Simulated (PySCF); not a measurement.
# ClF₃: singlet, from a trigonal planar start

Aim: relax ClF₃ as a singlet from a hand-made trigonal planar geometry, check by its vibrations whether the end is a minimum, and collect its spectrum and constants.

Method: PBE0, basis Cl def2-SVP, F def2-SVP, no relativity, density fitting; program: PySCF 2.14.0.

## (1) The system as given

4 atoms, charge 0, spin multiplicity 1.

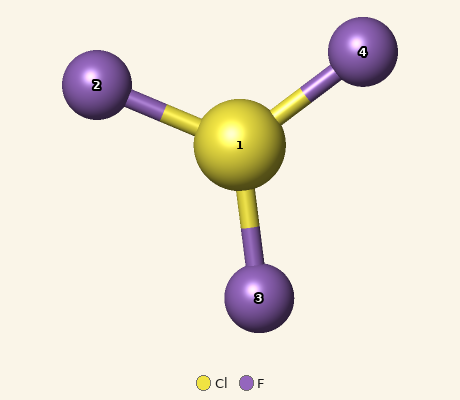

The starting geometry (chlorine yellow, fluorine purple); atoms are numbered from 1 in the order of the file.

Coordinates in bohr (charge 0 multiplicity 1):
```
Cl    0.0000    0.0000    0.0000
F     3.0802    0.0000    0.0000
F    -1.5401    2.6675    0.0000
F    -1.5401   -2.6676    0.0000
```

## (2) Trigonal planar start, singlet: relaxation

The steps below are one call of a driver around PySCF. For each, scf.py gives the equivalent set-up of the SCF; relaxations use the driver's own optimiser. Before each start the driver seeks the lowest SCF state from one or more starting densities and follows internal instabilities, so scf.py alone need not reach the same state.

The program finds D3h symmetry in the start, which this walk keeps. Threshold on the gradient: 0.0003 Eh/bohr, with a further test on the energy change.

The input, scf.py:

```python
from pyscf import gto, scf, dft
mol = gto.M(atom='''
Cl     0.000000    -0.000000     0.000000
F      1.629988     0.000011    -0.000000
F     -0.815003     1.411605    -0.000000
F     -0.814985    -1.411616     0.000000''',
    basis={'Cl': 'def2-SVP', 'F': 'def2-SVP'},
    charge=0, spin=0)
mf = dft.RKS(mol, xc='PBE0')
mf.grids.atom_grid = (50, 194)
aux = {'Cl': 'def2-universal-JKFIT', 'F': 'def2-universal-JKFIT'}
mf = mf.density_fit(auxbasis=aux)
mf.kernel()
```

Further steps of the session: Hessian and properties; Following the imaginary mode; Is it a minimum? Harmonic modes.

Before running it: what results should come out? Wanted: minimum; geometry; wavenumbers; dipole moment; highest occupied, lowest empty level; polar-tensor charge of Cl1; zero-point energy; atomisation energy.

As calculated:

```
                                 quantity                                                              value
                                  minimum                                                       singlet, C2v
                                 geometry  Cl–F 1.631 Å, Cl–F 1.716 Å (×2); F–Cl–F 86.9° (×2), F–Cl–F 173.8°
                       wavenumbers (cm⁻¹)         324 (b1), 326 (a1), 396 (b2), 531 (a1), 724 (b2), 750 (a1)
                            dipole moment                                                             0.94 D
     highest occupied, lowest empty level                                                    -9.76, -3.96 eV
               polar-tensor charge of Cl1                                                            +1.57 e
                        zero-point energy                                                        18.2 kJ/mol
                      entropy at 298.15 K                                                    283.1 J/(mol K)
atomisation energy (no zero-point energy)                                                         441 kJ/mol
```

In words: The trigonal planar start (D3h) ends in a minimum of C2v symmetry, after a first stop at a second-order saddle point 84.8 kJ/mol higher, from which it was pushed off along an imaginary mode. In the infrared the band at 724 cm⁻¹ (b2, stretch) leads. Only this shape and spin were tried, so other structures or states may lie lower.
